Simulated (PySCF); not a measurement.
# C5H8BF: spin-spin couplings

Aim: predict the spin-spin couplings of C5H8BF (`C=CC/C=C/BF`).

The runs use PySCF 2.14.0, with density-fitted response routines of our own; the level of theory stands in each step. All values are computed, except where a source is named. Atoms are numbered from 0 throughout.

## Step 1: Starting geometry

15 atoms, charge 0, multiplicity 1; geometry from: GFN2-xTB.

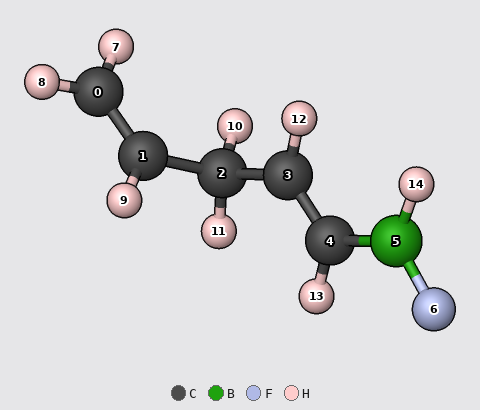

The starting geometry (carbon dark grey, boron green, fluorine light blue, hydrogen pink), atoms numbered.

## Step 2: J couplings: B3LYP/pcJ-1

The job: settings as JSON, then the geometry in Å.

```
{"job": {"kind": "j", "xc": "B3LYP", "basis": "pcJ-1"}, "charge": 0, "multiplicity": 1}
C     -2.433880     0.536429    -1.455798
C     -1.567888     0.670143    -0.469887
C     -0.921216    -0.474776     0.256551
C      0.559168    -0.430420     0.051744
C      1.463401    -0.189470     1.006114
B      2.983275    -0.122959     0.756902
F      3.788777     0.134985     1.773115
H     -2.751562    -0.431744    -1.807844
H     -2.871105     1.388630    -1.947612
H     -1.261340     1.652187    -0.134725
H     -1.316228    -1.417175    -0.130720
H     -1.151074    -0.404675     1.322793
H      0.885755    -0.583499    -0.969475
H      1.094861    -0.034966     2.015085
H      3.494642    -0.284701    -0.288154
```

Level: B3LYP/pcJ-1 indirect spin-spin coupling, non-relativistic, gas phase.

Started as:

```
$ OMP_NUM_THREADS=1 python probes_run.py task.json out
```

The driver reads the jobs from task.json and runs them one after another.

What it wrote:

```text
coarse grid: 12568 points
cycle   1  E = -319.9450041321  dE =  6.327e-01  |g| = 6.096e-01  |ddm| = 3.143e+00
cycle   2  E = -319.8949913323  dE =  5.001e-02  |g| = 8.536e-01  |ddm| = 1.065e+00
cycle   3  E = -320.0183954096  dE = -1.234e-01  |g| = 1.191e-01  |ddm| = 6.420e-01
cycle   4  E = -320.0209015024  dE = -2.506e-03  |g| = 4.241e-02  |ddm| = 1.155e-01
cycle   5  E = -320.0212726896  dE = -3.712e-04  |g| = 1.547e-02  |ddm| = 4.279e-02
cycle   6  E = -320.0213304872  dE = -5.780e-05  |g| = 4.367e-03  |ddm| = 1.385e-02
cycle   7  E = -320.0213349246  dE = -4.437e-06  |g| = 6.619e-04  |ddm| = 3.356e-03
final grid: 121832 points
cycle   8  E = -320.0779906361  dE = -1.561e-04  |g| = 6.260e-03  |ddm| = 2.383e-02
cycle   9  E = -320.0779878738  dE =  2.762e-06  |g| = 6.828e-03  |ddm| = 1.030e-02
cycle  10  E = -320.0779999902  dE = -1.212e-05  |g| = 9.486e-04  |ddm| = 5.950e-03
cycle  11  E = -320.0780000204  dE = -3.013e-08  |g| = 9.039e-04  |ddm| = 1.394e-03
cycle  12  E = -320.0780002287  dE = -2.083e-07  |g| = 6.920e-05  |ddm| = 6.524e-04
cycle  13  E = -320.0780002298  dE = -1.075e-09  |g| = 2.224e-05  |ddm| = 7.105e-05
cycle  14  E = -320.0780002299  dE = -1.068e-10  |g| = 8.453e-06  |ddm| = 2.160e-05
converged SCF energy = -320.0780002299

Indirect spin-spin couplings (Hz)
  i      j    bonds     total        FC       PSO       DSO        SD
  0 C    1 C    1     78.207    87.975    -9.908     0.140         -
  0 C    2 C    2      0.784     1.191    -0.361    -0.046         -
  0 C    3 C    3      3.377     3.327     0.093    -0.042         -
  0 C    5 B    5      0.207     0.212     0.039    -0.034    -0.010
  0 C    7 H    1    161.340   160.301     0.457     0.581         -
  0 C    8 H    1    163.925   162.902     0.481     0.543         -
  0 C    9 H    2      2.108     3.833    -1.160    -0.565         -
  0 C   10 H    3      7.572     7.928    -0.371     0.015         -
  0 C   11 H    3      6.523     6.645     0.282    -0.404         -
  0 C   12 H    4     -0.238    -0.218     0.030    -0.050         -
  1 C    2 C    1     40.422    41.429    -1.219     0.212         -
  1 C    3 C    2     -4.491    -4.295    -0.237     0.041         -
  1 C    4 C    3      2.574     2.503     0.099    -0.028         -
  1 C    5 B    4     -0.648    -0.658     0.015    -0.020     0.015
  1 C    6 F    5      1.035     0.922     0.033    -0.106     0.186
  1 C    7 H    2     -1.866     0.063    -1.390    -0.539         -
  1 C    8 H    2     -0.225     1.609    -1.278    -0.555         -
  1 C    9 H    1    163.479   162.538     0.122     0.819         -
  1 C   10 H    2     -7.306    -7.025    -0.142    -0.139         -
  1 C   11 H    2     -7.007    -6.980     0.078    -0.105         -
  1 C   12 H    3      2.313     2.266     0.006     0.042         -
  1 C   13 H    4     -1.579    -1.553     0.042    -0.069         -
  1 C   14 H    5     -0.290    -0.297     0.077    -0.069         -
  2 C    3 C    1     40.341    41.890    -1.762     0.214         -
  2 C    4 C    2     -0.363     0.186    -0.521    -0.029         -
  2 C    5 B    3      7.302     7.118     0.169    -0.054     0.069
  2 C    6 F    4      1.800     0.939     0.687    -0.170     0.343
  2 C    7 H    3      8.320     8.472    -0.150    -0.003         -
  2 C    8 H    3     12.418    12.514     0.384    -0.480         -
  2 C    9 H    2      5.586     5.712     0.092    -0.217         -
  2 C   10 H    1    134.151   132.420     0.850     0.881         -
  2 C   11 H    1    136.328   134.645     0.802     0.880         -
  2 C   12 H    2      6.237     6.452    -0.006    -0.209         -
  2 C   13 H    3      9.227     9.402    -0.246     0.071         -
  3 C    4 C    1     65.657    75.581   -10.102     0.178         -
  3 C    5 B    2      7.212     6.512     0.112    -0.002     0.589
  3 C    6 F    3     26.416    15.062     4.806    -0.283     6.832
  3 C    7 H    4     -1.697    -1.665     0.083    -0.115         -
  3 C    8 H    4     -1.654    -1.650     0.242    -0.246         -
  3 C    9 H    3      2.483     2.401     0.018     0.063         -
  3 C   10 H    2     -6.616    -6.497    -0.019    -0.101         -
  3 C   11 H    2     -6.165    -5.734    -0.299    -0.132         -
  3 C   12 H    1    161.364   160.949    -0.423     0.838         -
  3 C   13 H    2     -4.315    -2.219    -1.726    -0.370         -
  3 C   14 H    3      1.008     1.154    -0.153     0.008         -
  4 C    5 B    1     76.773    78.241    -1.972     0.274     0.231
  4 C    6 F    2     24.236    29.102    -3.964    -0.080    -0.822
  4 C    8 H    5      0.259     0.268     0.202    -0.211         -
  4 C    9 H    4     -0.184    -0.190    -0.009     0.015         -
  4 C   10 H    3      5.418     5.529     0.253    -0.364         -
  4 C   11 H    3      6.149     6.498    -0.418     0.069         -
  4 C   12 H    2      4.600     6.397    -1.374    -0.423         -
  4 C   13 H    1    143.899   142.720     0.347     0.832         -
  4 C   14 H    2     20.912    21.268    -0.215    -0.141         -
  5 B    6 F    1   -165.399   -94.964   -68.421     0.407    -2.421
  5 B   10 H    4     -0.543    -0.514     0.210    -0.231    -0.008
  5 B   11 H    4     -0.205    -0.283     0.254    -0.203     0.027
  5 B   12 H    3      7.366     7.443    -0.255     0.184    -0.006
  5 B   13 H    2     -0.550    -0.271     0.042    -0.287    -0.034
  5 B   14 H    1    154.296   154.191    -1.470     1.026     0.549
  6 F    7 H    7     -0.213    -0.044     0.350    -0.481    -0.038
  6 F   10 H    5      1.144     1.560     0.420    -0.756    -0.080
  6 F   12 H    4     -0.311    -1.213     1.657    -0.971     0.217
  6 F   13 H    3      4.385     6.664    -1.856    -0.180    -0.242
  6 F   14 H    2     64.781    72.764    -7.130    -1.485     0.631
  7 H    8 H    2      0.173    -0.056     3.830    -3.601         -
  7 H    9 H    3     17.575    18.121     2.820    -3.366         -
  7 H   10 H    4     -0.592    -0.598    -1.565     1.570         -
  7 H   11 H    4     -2.638    -2.505     1.069    -1.203         -
  8 H    9 H    3     11.225    11.687     0.271    -0.733         -
  8 H   10 H    4     -0.175    -0.006     1.543    -1.711         -
  8 H   11 H    4     -2.275    -2.154     1.532    -1.652         -
  9 H   10 H    3     11.345    11.454     2.796    -2.906         -
  9 H   11 H    3      4.417     4.459     0.458    -0.500         -
  9 H   12 H    4     -0.207    -0.171     0.608    -0.644         -
 10 H   11 H    2    -12.095   -12.221     2.380    -2.254         -
 10 H   12 H    3      4.816     4.848     0.332    -0.364         -
 10 H   13 H    4     -2.056    -1.952     1.034    -1.138         -
 10 H   14 H    5     -0.419    -0.382     0.563    -0.600         -
 11 H   12 H    3     11.714    11.848     2.713    -2.847         -
 11 H   13 H    4     -0.612    -0.656    -1.831     1.875         -
 11 H   14 H    5      0.199     0.247     0.870    -0.918         -
 12 H   13 H    3     17.873    18.412     2.620    -3.159         -
 13 H   14 H    3      5.293     5.439     2.080    -2.226         -
```

It took 2 min on 1 thread of Arm Neoverse N1, shared host; peak memory 1.1 GiB.

A choice of the couplings up to four bonds, sorted by the number of bonds, with means over like pairs; isotopes 11B, 13C, 19F, 1H:

```
   pair  bonds  J (Hz)  Fermi contact (Hz)  dihedral (°)
  B5–F6      1  -165.4               -95.0             –
  C0–H8      1   163.9               162.9             –
  C1–H9      1   163.5               162.5             –
 C3–H12      1   161.4               160.9             –
  C0–H7      1   161.3               160.3             –
 B5–H14      1   154.3               154.2             –
 C4–H13      1   143.9               142.7             –
 C2–H10      1   135.2               133.5             –
  C0–C1      1    78.2                88.0             –
 F6–H14      2    64.8                72.8             –
  C4–F6      2    24.2                29.1             –
 C4–H14      2    20.9                21.3             –
H10–H11      2   -12.1               -12.2             –
  C3–B5      2     7.2                 6.5             –
 C1–H10      2    -7.2                -7.0             –
 C3–H10      2    -6.4                -6.1             –
 C2–H12      2     6.2                 6.5             –
  C2–H9      2     5.6                 5.7             –
  C3–F6      3    26.4                15.1           179
H12–H13      3    17.9                18.4           180
  H7–H9      3    17.6                18.1           180
  C2–H8      3    12.4                12.5          -180
  H8–H9      3    11.2                11.7            -1
 C2–H13      3     9.2                 9.4             1
  C2–H7      3     8.3                 8.5             1
H10–H12      3     8.3                 8.3             –
 H9–H10      3     7.9                 8.0             –
  C2–F6      4     1.8                 0.9             –
  C3–H7      4    -1.7                -1.7             –
  C3–H8      4    -1.7                -1.6             –
 H7–H10      4    -1.6                -1.6             –
 C1–H13      4    -1.6                -1.6             –
H10–H13      4    -1.3                -1.3             –
 H8–H10      4    -1.2                -1.1             –
```

The spin-dipole term was solved for some atoms only; pairs without it lack that part.

Quadrupole couplings from the field gradients of the same density:

```
atom  isotope  eQq/h (MHz)     η
  B5      11B        4.137  0.64
```

## Step 3: Outcome

```
                                   quantity                     value
largest coupling of the table (B3LYP/pcJ-1)  1J(B,F) B5–F6, -165.4 Hz
```

**Reading.** In the run at B3LYP/pcJ-1, the largest coupling of the table is B5–F6, -165.4 Hz, of which the Fermi-contact term gives -95.0 Hz. Couplings across rotatable bonds belong to this one conformer; where others are populated, the observed values are averages.
